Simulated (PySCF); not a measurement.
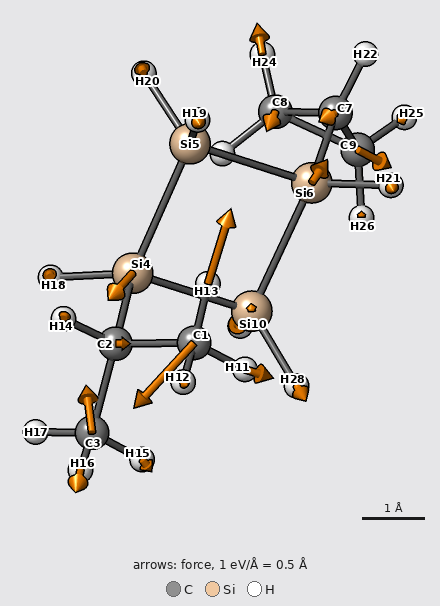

Starting geometry of C6H18Si4 with the computed forces as orange arrows. The picture is a ball-and-stick view, seen from a free direction.

The start comes from GFN2-xTB. Its atoms were then displaced at random by about 0.01 Å.

Level of theory: PBE0-D3(BJ)/def2-SVP geometry optimisation, gas phase (PySCF 2.14.0, density-fitted response routines). 

> What follows when this structure is relaxed?

It isn't relaxed: the largest force vector, on a C atom, is 2.97 eV/Å. The final displacements have little in common with the starting forces (cosine between the two patterns 0.02). Over 17 geometry steps the energy falls by 11.5 kcal/mol. An H atom moves most after the best rigid fit: 1.30 Å. Largest moves by element: H 1.30 Å, Si 0.79 Å, C 0.51 Å. Among the contacts that change: C–H 1.034 → 1.102 Å, C–Si 1.959 → 1.908 Å, H–Si 1.461 → 1.498 Å, C–H 1.068 → 1.103 Å. Among the angles between lasting bonds that change: Si–Si–H 118.5° → 109.9°, C–Si–H 102.2° → 109.9°, C–Si–H 103.9° → 111.2°. Groups turn about Si–Si by about 30°, Si–Si by about 25°, Si–Si by about 20°. Cost: 12 min on 1 thread of Arm Neoverse V2 (shared host).
